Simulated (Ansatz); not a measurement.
Cost and result by functional for the adsorption energy of SiH2 on the (100) surface of germanium (p(2x2) alternately buckled dimers; a constructed slab, bottom: dihydride, held), one in a cell of 66 Å², started at the site 'bridge Ge-Ge (span 4.1 Å)', in Ansatz (plane waves, PAW). Single points on the PBE structure, on one kind of machine; costs are rough ratios of the slab run's core time (references not counted) to the cheapest single point. r2SCAN's cost holds its higher cutoff (500 against 420 eV). Differences are taken against r2SCAN for comparison alone: no measured value is at hand, so the table doesn't rank accuracy.

Set-up: 43 atoms, 11.3 Å thick at the start with caps and adatoms under the adsorbate (thin: gaps and levels are the slab's own); mesh 3x3x1; 0.01 eV smearing; dipole correction on; 24 atoms held, the rest relaxed; no symmetry held; no spin, no spin-orbit, no U, no dispersion correction. At the end it is bonded to 2 Ge. In PBE it is, or lies within 0.03 eV of, the lowest of the starts that converged. These notes are the PBE run's. Adsorption energies are against SiH4(g) − H2(g). A negative adsorption energy means that the adsorbate is more stable on the surface than in its reference.

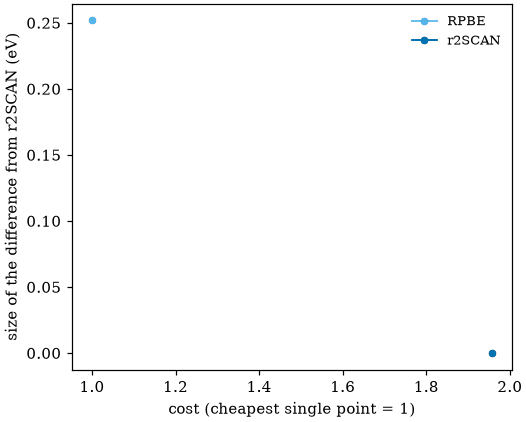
Difference from r2SCAN against cost

```
functional                     relative cost  adsorption energy (eV)  less r2SCAN (eV)
-----------------------------  -------------  ----------------------  ----------------
RPBE                                       1                    0.06              0.25
r2SCAN                                     2                   -0.19              0.00
PBE (the relaxed run's value)              –                   -0.09              0.11
```

The values span 0.25 eV, while the single points' costs differ by a factor of roughly 2. Differences are of unrounded values.

Ansatz is an electronic-structure program.
